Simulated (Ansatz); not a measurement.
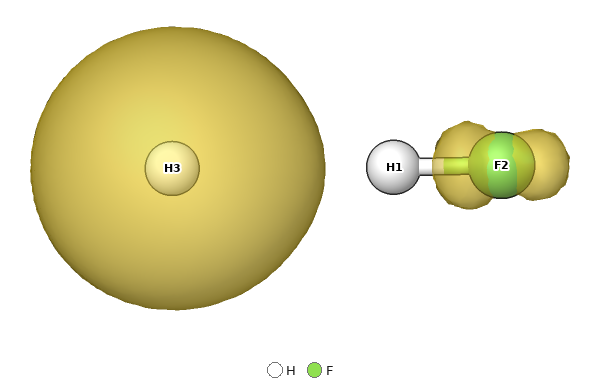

The picture shows: HF···H (doublet). Isosurfaces of the spin density at +0.02 (yellow) and −0.02 e/Å³ (cyan), seen from one side.

Computed with UKS BLYP/def2-TZVP in Ansatz 0.2.0.

```xyz
3

H     0.1946    0.2370    0.1196
F     0.7327    0.9186    0.4779
H    -0.9273   -1.1556   -0.5975
```

> Describe the spin distribution.

The unpaired spin (1 electron) lies mostly on H3 (about 0.9), in electrons by Hirshfeld's partition. Only one sign reaches the isovalue.
